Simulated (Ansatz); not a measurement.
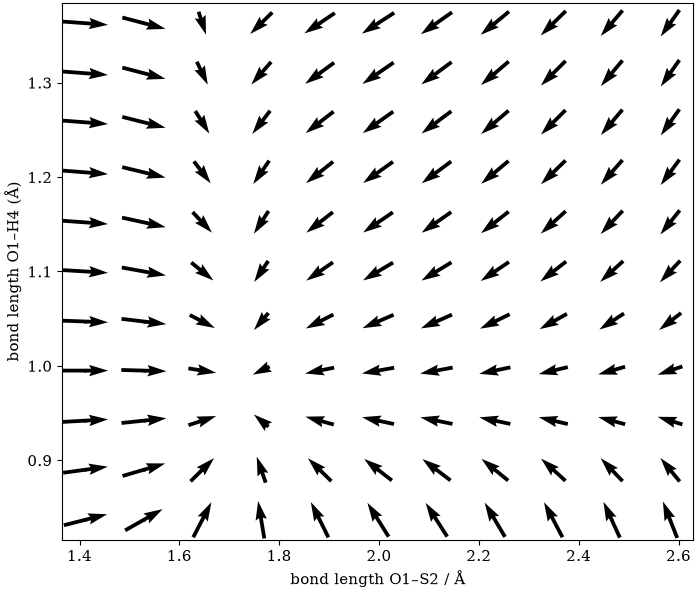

H₃OSSi, SMILES OS[SiH2-], charge −1. Coordinates scanned: (1) bond length O1–S2; (2) bond length O1–H4. Nothing is relaxed (all other coordinates rigid). The scan uses an 11 × 11 grid. Points are written as (first, second). The reference is spin-restricted, which grows unreliable where a bond is stretched far. Computed with Ansatz, RKS PBE0-D4/def2-TZVPD.

The picture shows dots at the grid points, arrows along the force (downhill), their lengths compressed.

Q: The arrows alone are given. Where is the energy lowest?

A: The arrows converge at about (1.722 Å, 0.973 Å) (read from the interpolated surface).

The energy map of the same scan:

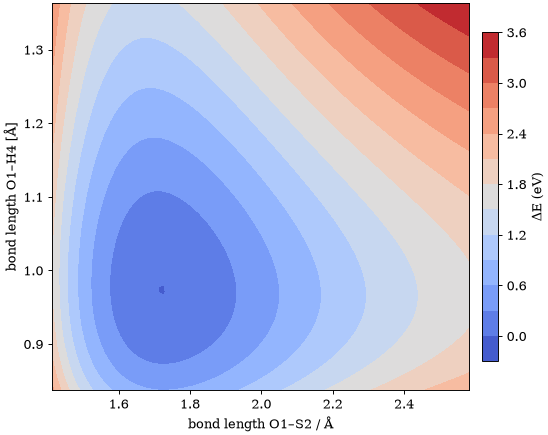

Energies are in eV, from the relaxed molecule at the same level; between grid points the surface is interpolated.
